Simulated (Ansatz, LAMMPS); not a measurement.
# Structural relaxation of amorphous HfO2 at 7.99 g/cm^3 (84 atoms), part 4 of 4

How does amorphous HfO2 at 7.99 g/cm^3 (84 atoms) relax, and what do bonds, charges and levels look like afterwards?

Ansatz 0.2.0; Kohn-Sham DFT, PBE, PAW (set soft_2), plane waves.

The cell: 28 Hf and 56 O. The quench rate of 50 K/ps is orders of magnitude faster than experiment. The starting topology of bonds comes from the classical model. Only the Γ point is sampled in the main run, in a cell whose shortest periodic width is 11 Å. Spin–orbit coupling is left out.

So far. Step 4 (Relaxation): The relaxation changed the energy by -27.3 meV/atom, and atoms moved by 0.17 Å r.m.s., 0.30 Å at most. Step 7 (K-mesh 2×2×2): Forces differ from those of the single point at the relaxed geometry by 14 meV/Å r.m.s.; the energy by -1.5 meV/atom. It took 7.5 min and 11 cycles; the reference's time can't be set against it, since the two runs asked for unlike analyses.

## Step 8: Functional HSE06

HSE06 mixes in a quarter of exact exchange at short range, which counters self-interaction, at a higher cost.

This step: Kohn-Sham DFT, HSE06, PAW (set soft_2), plane waves (Ansatz 0.2.0).

input.yaml reads:

```yaml
crystal:
  lattice:
    - [10.6975, 0.0, 0.0]
    - [0.0, 10.6975, 0.0]
    - [0.0, 0.0, 10.6975]
  atoms:
    [... the 84 atom lines of step 6 ...]
kpoints:
  mp_grid: { grid: [1, 1, 1] }
hamiltonian:
  xc: hse06
scf:
  occupations: { method: fermi_dirac, width: 0.025 }
output:
  forces: true
  stress: true
  populations: true
  dos:
    method: { smearing: { sigma: 0.08 } }
    de: 0.05
    projected: { site_lists: { Hf: [Hf], O: [O] } }
  eigenvalues: true
```

The run is started by

```console
$ ansatz run input.yaml --threads 4 --pin off --max-ram 8192MiB --backend cpu --events-out ev --progress --plain --runs-dir out
```

Numbers of over 12 decimals in the logs are rounded to 6 here.

The log of the run:

```text
Warning: output.stress: scf.convergence.dr2_threshold = 1e-7 eV (the SCF's general default) is looser than the 1.6e-9 eV advised for a printed stress (1e-10 eV for each atom of the cell: 84, of which 16 are counted). What an SCF threshold leaves in a stress goes as its square root, and in the free energy as the threshold itself, and one threshold admits the most on a small cell: [...]
Warning: output.stress: scf.exx.energy_threshold = 1e-6 eV is looser than the 1.6e-7 eV advised for a stress under a hybrid functional (1e-8 eV for each atom of the cell: 84, of which 16 are counted). Every SCF of the exchange loop can meet its threshold on dr2 while the loop round them stops early: [...]
exact exchange: scf.exx.singularity resolves to wigner_seitz, which cuts the screened interaction at the faces of the exchange supercell's Wigner-Seitz cell, so that each pair interacts once, at the shortest of its separations (the periodic images that this leaves out come, [...]
[...]
Crystal: 84 atoms, lattice volume = 1224.185 Å³
Basis set: ecut = 420 eV, 23847 PW (Γ), exchange–correlation on 144×144×144 points (8 copies of the dense FFT grid, shifted against one another)
Bands: 639, of which v1, the nominal top of the filled ones, is band 532 counted from 1 (531 counted from 0)
Symmetry: 1 space group operations
[...]
k-points: 1
[...]
SCF iter   1: F=—  HF=-472110.700429 eV  |F-HF|=—  |Δ(HF+E_count)|=         —  Δρ=3.88e-3  dr2=1.79e-1  ethr=1.77e-3  ⟨swp⟩=6.0  Hψ=2585  notcnv=0
[...]
SCF iter   5: F=-472110.717653 eV  HF=-472110.717627 eV  |F-HF|=2.56e-5  |Δ(HF+E_count)|=   1.07e-3  Δρ=1.74e-4  dr2=2.68e-4  ethr=2.42e-8  ⟨swp⟩=5.0  Hψ=2678  notcnv=0  defer=5
SCF 1 stopped early in 5 iterations: F = -472110.717653 eV  dr2 = 2.68e-4
[...]
Exchange kernel: α = 0.2500, screened, ω = 0.2079 Å⁻¹, Wigner–Seitz truncation, v(0) = 936.6145 eV·Å³, q-mesh 1×1×1, nearest image of the exchange supercell L = 10.70 Å, pair-density grid 54×54×54, without the augmentation charges, whose exchange is taken in its separable form (sized by the pseudopotential files, [...]
Frozen-core exchange: fock
SCF iter   1: F=—  HF=-472112.825695 eV  |F-HF|=—  |Δ(HF+E_count)|=         —  Δρ=1.08e-2  dr2=1.84e0  ethr=2.52e-7  ⟨swp⟩=7.0  Hψ=3457  notcnv=0
[...]
SCF iter   7: F=—  HF=-472111.599620 eV  |F-HF|=—  |Δ(HF+E_count)|=   6.30e-3  Δρ=2.64e-4  dr2=6.92e-4  ethr=4.02e-8  ⟨swp⟩=5.0  Hψ=1979  notcnv=0
SCF iter   8: F=-472111.599379 eV  HF=-472111.599411 eV  |F-HF|=3.17e-5  |Δ(HF+E_count)|=   2.09e-4  Δρ=6.16e-5  dr2=5.91e-5  ethr=4.02e-8  ⟨swp⟩=4.0  Hψ=1650  notcnv=0
SCF 2 stopped early in 8 iterations: F = -472111.599379 eV  dr2 = 5.91e-5
  Residual-converged pass: ⟨swp⟩=4.0  Hψ=1853  notcnv=0  max |occ|·‖R‖ = 5.8e-6 eV (tolerance 6.7e-6 eV)  dr2=6.08e-5  dr2_onsite=1.05e-5  max |Δocc| = 0.0e0
[...]
hybrid outer 1: dexx = +5.566e-1 eV, tail = 1.41e-2 eV
[...]
Frozen-core exchange: fock
SCF iter   1: F=—  HF=-472111.571667 eV  |F-HF|=—  |Δ(HF+E_count)|=         —  Δρ=1.27e-4  dr2=1.23e-4  ethr=6.65e-6  ⟨swp⟩=9.0  Hψ=1327  notcnv=0
[...]
SCF iter   8: F=—  HF=-472111.571802 eV  |F-HF|=—  |Δ(HF+E_count)|=   1.61e-7  Δρ=1.47e-6  dr2=2.06e-8  ethr=7.82e-12 (applied; sched 1.00e-12)  ⟨swp⟩=6.0  Hψ=1347  notcnv=0
SCF iter   9: F=-472111.571802 eV  HF=-472111.571802 eV  |F-HF|=6.40e-10  |Δ(HF+E_count)|=   5.59e-9  Δρ=3.03e-7  dr2=8.69e-10  ethr=7.85e-12 (applied; sched 1.00e-12)  ⟨swp⟩=5.0  Hψ=1182  notcnv=0
SCF 3 converged in 9 iterations: F = -472111.571802 eV  dr2 = 8.69e-10
[...]
hybrid outer 2: dexx = +7.071e-5 eV, tail = 2.10e-6 eV, Δε = 1.11e-2 eV (about 3.19e-4 eV left of the loop's levels), ΔF = 1.31e-2 eV/Å (tail 2.74e-3)
[...]
Frozen-core exchange: fock
SCF iter   1: F=—  HF=-472111.571793 eV  |F-HF|=—  |Δ(HF+E_count)|=         —  Δρ=3.54e-6  dr2=1.18e-7  ethr=9.85e-10  ⟨swp⟩=9.0  Hψ=3188  notcnv=0
[...]
SCF iter   3: F=-472111.571793 eV  HF=-472111.571793 eV  |F-HF|=9.31e-10  |Δ(HF+E_count)|=   1.57e-9  Δρ=4.04e-7  dr2=5.54e-9  ethr=1.43e-11 (applied; sched 1.00e-12)  ⟨swp⟩=2.0  Hψ=1171  notcnv=0
SCF 4 converged in 3 iterations: F = -472111.571793 eV  dr2 = 5.54e-9
[...]
hybrid SCF converged: 3 outer / 20 inner (+5 warm-up), last move |dexx| = 3.70e-8 eV, tail = 1.50e-8 eV
Stability not checked: this state was not tested for a lower state beside it, because the functional holds exact exchange (a hybrid, or Hartree-Fock), whose exchange loop this test does not read (fock_operator; see scf.lower_state_search)
Free energy (F): -472111.571793 eV
Frozen-core exchange: fock
[...]
Internal energy: -472111.571793 eV  (E = F + TS)
E sigma→0 (E₀):  -472111.571793 eV
Fermi energy:    11.658724 eV
[...]
Σ components = -472111.571793   (vs F -472111.571793, Δ=0.00e0)
--- Forces (eV/Å), atoms counted from 1 ---
  atom   1  Hf    -0.01011733    -0.11858460     0.00375962
  atom   2  Hf     0.03099137    -0.01767485    -0.03653177
  atom   3  Hf    -0.00362827    -0.08502643    -0.11850006
  atom   4  Hf     0.07657808    -0.05919202    -0.04808617
[...]
atom  84  O     -0.10448806     0.08106206    -0.17251872
  max |Σ_I F_I| component: 4.60e-5 eV/Å
--- Stress (GPa, compression-positive) ---
       -9.418981       0.527657       0.196421
        0.527657     -13.811471       1.231707
        0.196421       1.231707     -11.091708
  P = ⅓ Tr σ = -11.4407 GPa (-114.407 kbar)
--- Band table (eV) ---
[...]
--- Löwdin populations: 84 sites ---
  site symbol       q [e]
     0     Hf     24.3214
     1     Hf     24.3767
     2     Hf     24.3938
[...]
83      O      6.7606
  spilling = 0.003056 (of n_electrons = 1064.000000)
```

The job ended after 14 min (4 threads of Intel Xeon at 2.70GHz, shared host; peak memory 5.7 GiB; 51 min of CPU time).

The program notes that the exchange threshold is loose for the stress and the SCF threshold is loose for the stress.

Geometry and reference: those of the single point at the relaxed geometry.

Forces differ from those of the single point at the relaxed geometry by 94 meV/Å r.m.s.; the pressure by -4.3 GPa and the gap by +1.5 eV. It took 14 min and 25 cycles; the reference's time can't be set against it, since the two runs asked for unlike analyses.

The run gave:

```yaml
free_energy: -472111.5718 eV
free_energy_per_atom: -5620.3759 eV/atom
scf_cycles: 25
pressure: -11.44 GPa
r_m_s_force_component: 0.09437 eV/Å
longest_force: 0.3367 eV/Å
fermi_energy: 11.66 eV
spacing_of_highest_filled_and_lowest_empty_level: 5.329 eV
spilling_of_the_projection: 0.003056
```

Length of the force by element and coordination:

```
element  coordination  atoms  mean length of the force (eV/Å)  spread   least   most
     Hf           all     28                            0.146  0.0553  0.0391  0.281
     Hf             4      1                            0.142       0   0.142  0.142
     Hf             5      5                            0.160  0.0615   0.104  0.265
     Hf             6     18                            0.140  0.0577  0.0391  0.281
     Hf             7      4                            0.159   0.034   0.106  0.191
      O           all     56                            0.154  0.0633  0.0232  0.337
      O             2     11                            0.201  0.0739   0.113  0.337
      O             3     37                            0.148  0.0539  0.0232  0.286
      O             4      8                            0.121  0.0534  0.0424  0.209
```

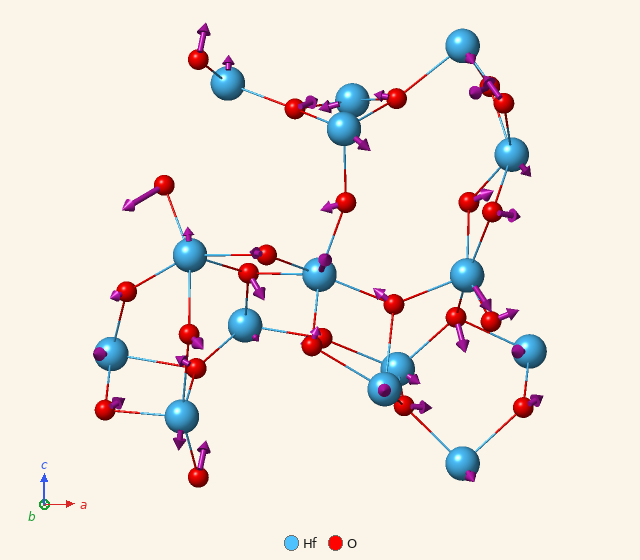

Forces as arrows; the longest in the cell is 0.337 eV/Å. Drawn is a slice 4 Å thick, seen along the normal of the ac plane.

Löwdin charges by element and coordination (they lack the spilled electrons, 0.039 e an atom on average):

```
element  coordination  atoms  mean charge (e)  spread   least    most
     Hf           all     28             1.62  0.0314    1.53    1.68
     Hf             4      1             1.61       0    1.61    1.61
     Hf             5      5             1.63   0.033    1.59    1.68
     Hf             6     18             1.62  0.0333    1.53    1.68
     Hf             7      4             1.63  0.0202    1.60    1.66
      O           all     56           -0.754  0.0266  -0.817  -0.702
      O             2     11           -0.729  0.0237  -0.781  -0.702
      O             3     37           -0.756  0.0217  -0.817  -0.717
      O             4      8           -0.776  0.0255  -0.813  -0.729
```

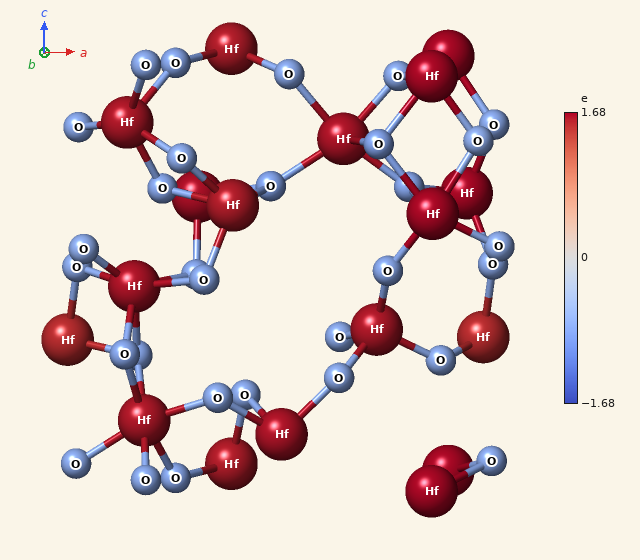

Atoms coloured by Löwdin charge. Drawn is a slice 4 Å thick, seen along the normal of the ac plane.

States in the cell by windows of 1 eV, zero at the Fermi level; the larger projections on atomic orbitals stand beside the total:

```
from (eV)  to (eV)  total   O p  Hf d
      -14       -8    0.0   0.0   0.0
       -8       -7   35.6  25.5   7.2
       -7       -6   71.0  52.6  14.9
       -6       -5   70.4  56.2  10.9
       -5       -4   73.6  64.0   6.9
       -4       -3   75.8  70.1   3.9
       -3       -2    9.6   9.1   0.3
       -2        2    0.0   0.0   0.0
        2        3    3.2   0.2   1.7
        3        4   52.3   4.5  42.8
        4        5   65.8   7.3  50.9
```

Between -26 and -14 eV lie 504 more states.

The stored curve holds about 840 of the 1064 electrons; the rest, give or take the few that broadening carries across the Fermi level, lie in deeper levels below its range.

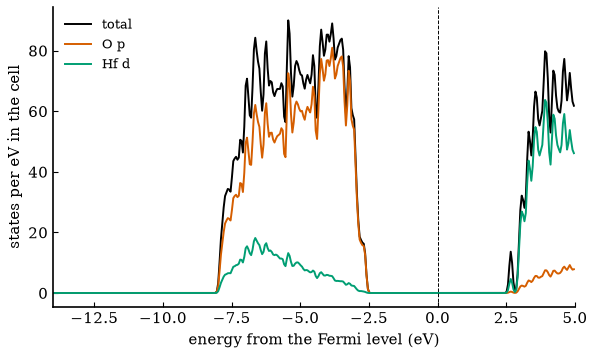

Total and projected density of states, with the broadening of the input.

The levels nearest the highest filled one (over half full), pooled over k-points and spins:

```
level less the highest filled one (eV)  occupation
                                -0.377           2
                                -0.364           2
                                -0.296           2
                                -0.234           2
                                -0.119           2
                                     0           2
                                  5.33           0
                                  5.65           0
                                  5.72           0
                                  5.77           0
                                  5.84           0
                                  5.93           0
```

## Step 9: Functional r2SCAN (500 eV)

The meta-GGA r2SCAN uses the kinetic energy density as well as the density and its gradient. Besides, the cutoff goes from 420 to 500 eV.

This step: Kohn-Sham DFT, r2SCAN, PAW (set soft_2), plane waves (Ansatz 0.2.0).

input.yaml: that of step 8 with these lines changed.

```diff
@@ -10,3 +10,3 @@
 hamiltonian:
-  xc: hse06
+  xc: r2scan
 scf:
```

The log of the run:

```text
[...]
Crystal: 84 atoms, lattice volume = 1224.185 Å³
Basis set: ecut = 500 eV, 31103 PW (Γ), exchange–correlation on 320×320×320 points (64 copies of the dense FFT grid, shifted against one another)
Bands: 639, of which v1, the nominal top of the filled ones, is band 532 counted from 1 (531 counted from 0)
Symmetry: 1 space group operations
[...]
k-points: 1
[...]
SCF iter   1: F=—  HF=-472517.717772 eV  |F-HF|=—  |Δ(HF+E_count)|=         —  Δρ=1.11e-2  dr2=1.48e0  dr2_τ=5.35e0  ethr=1.77e-3  ⟨swp⟩=6.0  Hψ=1978  notcnv=0  defer=68
[...]
SCF iter  10: F=—  HF=-472518.476476 eV  |F-HF|=—  |Δ(HF+E_count)|=   4.13e-7  Δρ=3.83e-6  dr2=2.38e-7  dr2_τ=1.54e-8  ethr=1.88e-10  ⟨swp⟩=2.0  Hψ=1060  notcnv=0  defer=102
SCF iter  11: F=-472518.476476 eV  HF=-472518.476476 eV  |F-HF|=8.15e-10  |Δ(HF+E_count)|=   1.96e-7  Δρ=1.92e-6  dr2=5.50e-8  dr2_τ=4.24e-9  ethr=9.40e-12  ⟨swp⟩=11.0  Hψ=2891  notcnv=0
SCF 1 converged in 11 iterations: F = -472518.476476 eV  dr2 = 5.50e-8
[...]
SCF converged after 11 iterations
Free energy (F): -472518.476476 eV
[...]
Internal energy: -472518.476476 eV  (E = F + TS)
E sigma→0 (E₀):  -472518.476476 eV
Fermi energy:    11.817723 eV
[...]
Σ components = -472518.476476   (vs F -472518.476476, Δ=0.00e0)
--- Forces (eV/Å), atoms counted from 1 ---
  atom   1  Hf    -0.00014400    -0.07673504    -0.00485864
  atom   2  Hf    -0.00792134    -0.00079097    -0.02496721
  atom   3  Hf    -0.03456365    -0.04784642    -0.05753889
  atom   4  Hf     0.06244353    -0.03649980    -0.04836270
[...]
atom  84  O     -0.07647890     0.07075695    -0.11149512
  max |Σ_I F_I| component: 6.98e-5 eV/Å
--- Stress (GPa, compression-positive) ---
       -9.565651       0.489315       0.142930
        0.489316     -13.932176       1.174297
        0.142930       1.174297     -11.270759
  P = ⅓ Tr σ = -11.5895 GPa (-115.895 kbar)
--- Band table (eV) ---
[...]
--- Löwdin populations: 84 sites ---
  site symbol       q [e]
     0     Hf     24.3822
     1     Hf     24.4366
     2     Hf     24.4498
[...]
83      O      6.7368
  spilling = 0.002856 (of n_electrons = 1064.000000)
```

Elapsed: 80 s, on 4 threads; peak memory 4 GiB.

Geometry and reference: those of the single point at the relaxed geometry.

Forces differ from those of the single point at the relaxed geometry by 65 meV/Å r.m.s.; the pressure by -4.4 GPa and the gap by +0.47 eV. It took 80 s and 11 cycles; the reference's time can't be set against it, since the two runs asked for unlike analyses.

## Step 10: Functional PBEsol

PBEsol restores the gradient expansion of exchange for slowly varying densities and usually gives shorter bonds in solids than PBE.

This step: Kohn-Sham DFT, PBEsol, PAW (set soft_2), plane waves (Ansatz 0.2.0).

input.yaml: that of step 9 with these lines changed.

```diff
@@ -10,3 +10,3 @@
 hamiltonian:
-  xc: r2scan
+  xc: pbesol
 scf:
```

The log of the run:

```text
[...]
Crystal: 84 atoms, lattice volume = 1224.185 Å³
Basis set: ecut = 420 eV, 23847 PW (Γ), exchange–correlation on 144×144×144 points (8 copies of the dense FFT grid, shifted against one another)
Bands: 639, of which v1, the nominal top of the filled ones, is band 532 counted from 1 (531 counted from 0)
Symmetry: 1 space group operations
[...]
k-points: 1
[...]
SCF iter   1: F=—  HF=-468286.669760 eV  |F-HF|=—  |Δ(HF+E_count)|=         —  Δρ=1.51e-2  dr2=2.40e0  ethr=1.77e-3  ⟨swp⟩=5.0  Hψ=1971  notcnv=0  defer=62
[...]
SCF iter  11: F=—  HF=-468286.131474 eV  |F-HF|=—  |Δ(HF+E_count)|=   7.05e-7  Δρ=3.65e-6  dr2=1.62e-7  ethr=9.40e-12  ⟨swp⟩=11.0  Hψ=2932  notcnv=0
SCF iter  12: F=-468286.131474 eV  HF=-468286.131474 eV  |F-HF|=1.48e-8  |Δ(HF+E_count)|=   8.70e-8  Δρ=2.07e-6  dr2=5.10e-8  ethr=9.40e-12  ⟨swp⟩=4.0  Hψ=2031  notcnv=0
SCF 1 converged in 12 iterations: F = -468286.131474 eV  dr2 = 5.10e-8
[...]
SCF converged after 12 iterations
Free energy (F): -468286.131474 eV
[...]
Internal energy: -468286.131474 eV  (E = F + TS)
E sigma→0 (E₀):  -468286.131474 eV
Fermi energy:    11.769587 eV
[...]
Σ components = -468286.131474   (vs F -468286.131474, Δ=0.00e0)
--- Forces (eV/Å), atoms counted from 1 ---
  atom   1  Hf     0.00059816    -0.06246021    -0.02881515
  atom   2  Hf    -0.03755004     0.01886318    -0.03830174
  atom   3  Hf     0.03883484    -0.01478437    -0.09935020
  atom   4  Hf     0.09176550    -0.05152953    -0.09840663
[...]
atom  84  O     -0.09340950     0.05594165    -0.11107776
  max |Σ_I F_I| component: 4.14e-5 eV/Å
--- Stress (GPa, compression-positive) ---
      -10.355239       0.473386       0.137003
        0.473386     -14.537215       1.180162
        0.137003       1.180162     -11.968163
  P = ⅓ Tr σ = -12.2869 GPa (-122.869 kbar)
--- Band table (eV) ---
[...]
--- Löwdin populations: 84 sites ---
  site symbol       q [e]
     0     Hf     24.5120
     1     Hf     24.5619
     2     Hf     24.5774
[...]
83      O      6.6720
  spilling = 0.002819 (of n_electrons = 1064.000000)
```

Wall time 46 s (4 threads); peak memory 2.2 GiB.

Geometry and reference: those of the single point at the relaxed geometry.

Forces differ from those of the single point at the relaxed geometry by 77 meV/Å r.m.s.; the pressure by -5.1 GPa and the gap by -0.095 eV.

## Step 11: All settings compared

Differences are against the single point at the relaxed geometry (Kohn-Sham DFT, PBE, PAW (set soft_2), plane waves), whose r.m.s. force component is 0.0112 eV/Å. Energies are set beside the reference only for runs with its functional, potentials and electron count. Times are for 4 threads of Intel Xeon at 2.70GHz, shared host. The reference's time includes grids, which some other runs skip.

```
                       run  Δ force, r.m.s. (meV/Å)  Δ energy (meV/atom)  Δ pressure (GPa)  Δ gap (eV)  cycles     time  host memory (GiB)
                 reference                        -                    -                 -           -      11     50 s                2.2
              k-mesh 2×2×2                     13.6                -1.52            0.0045      0.0044      11  7.5 min                6.1
          functional HSE06                     94.0                    -             -4.27        1.52      25   14 min                5.7
functional r2SCAN (500 eV)                     64.5                    -             -4.42       0.465      11     80 s                4.0
         functional PBEsol                     77.4                    -             -5.12     -0.0953      12     46 s                2.2
```

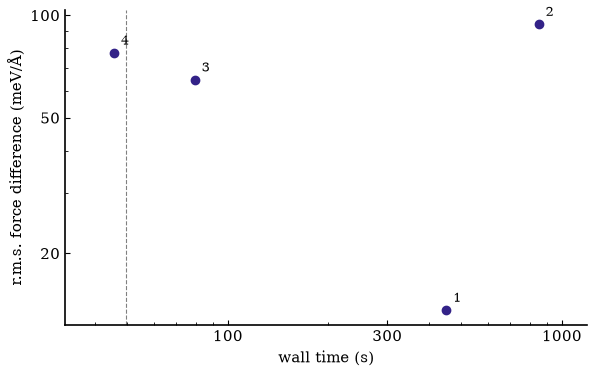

Force difference from the reference against wall time; the dashed line marks the reference's time. Points: 1 k-mesh 2×2×2; 2 functional HSE06; 3 functional r2SCAN (500 eV); 4 functional PBEsol.

## Step 12: Results

```
energy change in the relaxation                  : -27.34 meV/atom
r.m.s. displacement                              : 0.165 Å
largest displacement                             : 0.304 Å
free energy per atom                             : -5620.3643 eV/atom
pressure                                         : -7.167 GPa
r.m.s. force component                           : 0.01124 eV/Å
gap (highest filled to lowest empty level) : 3.806 eV
wall time of the 7 DFT runs                      : 28 min
```

In words: Relaxation lowers the energy by 27.3 meV/atom and moves atoms by 0.17 Å r.m.s.; the r.m.s. force component goes from 0.49 to 0.011 eV/Å. By the final cutoffs 2 of 166 bonded pairs parted and 1 joined. First to last step the energy falls by 2.297 eV; the largest move, 0.30 Å, is that of O40. The O-Hf bonds go from 2.164 Å (spread 0.115) to 2.152 Å (spread 0.138), and their number from 166 to 165. With the cutoffs above, 64 % of Hf atoms have 6 and 66 % of O atoms have 3 bonded neighbours. The highest filled and lowest empty levels differ by 3.81 eV (at Γ alone); a semilocal functional tends to put such gaps too low. In a disordered cell it changes from sample to sample, and tail or defect levels can set it.

Among the changes of functional, dispersion, potentials or spin set against this reference, functional HSE06 moves the forces most, by 94 meV/Å r.m.s. The gap changes by +1.52 eV with HSE06.

What to keep in mind: The network of bonds at the start is that of the classical potential that made the cell; in DFT 2 of its 166 bonded pairs passed out of the cutoffs and 1 came within them. The stress is far from hydrostatic: its diagonal is -5.3, -9.3, -6.9 GPa, compression counted positive. The pressure of -7.2 GPa means that a free cell would contract at this level.

[Logs are printed without paths, hosts, clocks, repeated set-up lines and the standing remarks that a program may print on its own settings, such as how far it seeks lower states.]

[Hosts, paths, dates, database ids (printed as entryN), source tags and the programs' standing remarks are cut or masked in the printed files.]
